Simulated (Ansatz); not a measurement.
Consider GeS (space group Pnma, No. 62; a = 10.097 Å, b = 3.644 Å, c = 4.019 Å; layered, stacked along the Cartesian x axis).

One thing is altered: electron doping at 7.0×10^21 cm⁻³ (1.04 per cell), with a uniform compensating background at fixed cell and a 300 K Fermi–Dirac width.

Method: PBEsol-D3(BJ) in Ansatz (plane waves to 420 eV, PAW, without spin-orbit coupling).

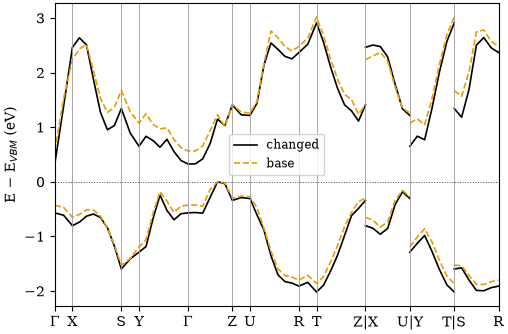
*Highest valence and lowest conduction band along the path, each from its own valence-band maximum*

Problem. From the figure, how large is the changed gap, and is it direct?

Solution. About 0.3 eV, indirect, Γ–Z (67 % along) → Γ.

Carriers are added with a uniform compensating background; total energy and stress of such cells depend on the potential's zero and are not compared; many-body gap narrowing is missing at this level. Stability against distortions was not tested.

Ansatz is a program for electronic structure.
